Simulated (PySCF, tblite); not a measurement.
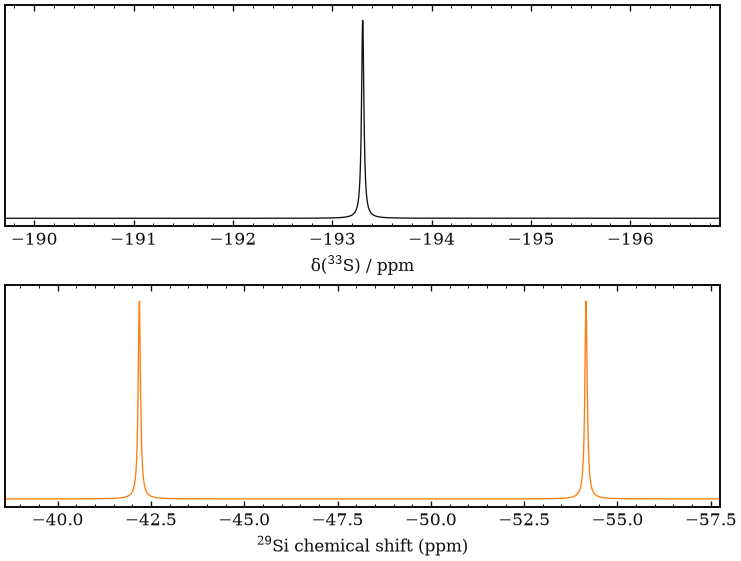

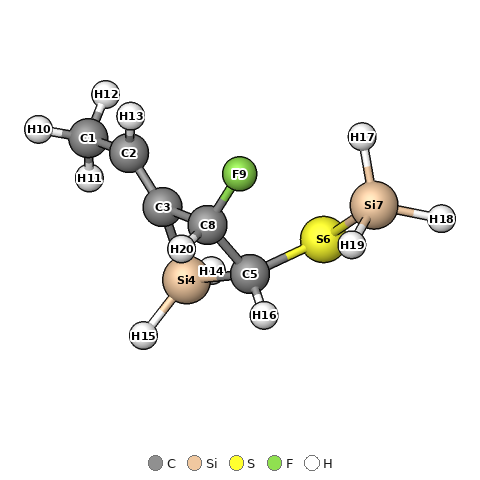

Spectrum and numbered structure of C₅H₁₁FSSi₂, SMILES C/C=C1\[SiH2][C@@H](S[SiH3])[C@H]1F. GIAO shifts, PBE0/pcSseg-1, PySCF 2.14.0, at a GFN2-xTB geometry (a minimum by its frequencies), against CS₂ for ³³S and TMS for ²⁹Si computed at the same level. Gas phase, fully decoupled, line heights follow the number of nuclei, widths are arbitrary (no quadrupolar broadening); values of one conformer, averaged over methyl-type rotors and exact or near symmetry; other conformers aren't averaged in.

Where does the ³³S line lie?

At −193.3 ppm (S6).

Which atoms give which ²⁹Si line?

| δ (ppm) | nuclei | atoms |
| --- | --- | --- |
| −42.2 | 1 | Si7 |
| −54.2 | 1 | Si4 |

Caveats: the tight-binding geometry is rougher than a DFT one and adds to the error.
